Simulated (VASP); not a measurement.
Band structure of TiAl (relaxed from the wurtzite structure, space group P6_3/mmc). Level of theory: r2SCAN meta-GGA, VASP's PBE PAW potentials (set 64) (plane waves; VASP).

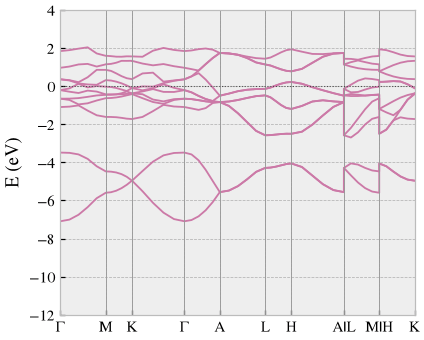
Figure: Bands along high-symmetry lines, zero at the valence-band maximum or, without a gap, the Fermi level

Question: Read the plot: is there a gap, and where are the band edges?

Answer: It has no gap at this level: it comes out as a metal or semimetal.

The structure was generated: TiAl was put into the wurtzite type (P6_3mc), which need not be its known phase. It was relaxed first, which changed the volume by -31 %. The relaxed cell has space group P6_3/mmc.
